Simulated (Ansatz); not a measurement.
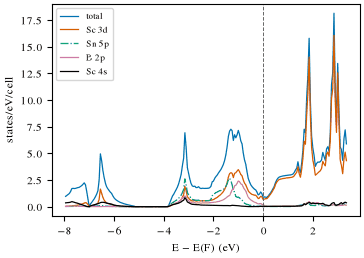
Figure: Total and projected density of states of Sc3SnB (anti-perovskite, Pm-3m), r²SCAN (plane waves, PAW; program Ansatz)

Problem. Which orbitals carry the states next to the Fermi level?

Solution. Within 0.5 eV of the Fermi level: Sc 3d 77 %, B 2p 15 %. Projections are on Löwdin-orthogonalised atomic valence shells; empty p or d shells of many metals are not among them.

Problem. Where is the tallest occupied peak in this window, and what makes it?

Solution. Near -1.3 eV, about 7.3 states/eV per cell; the largest projected share is Sc 3d.

The workflow started from an entry of the Crystallography Open Database (COD). Whether it is the stable phase at ambient conditions was not checked. The r²SCAN relaxation kept the symmetry of its start; its stability against distortions is not shown here. The run is not spin-polarised. Scalar-relativistic: spin–orbit coupling is off unless named, which matters more the heavier the elements.

Potentials: the later of the program's two PAW sets.
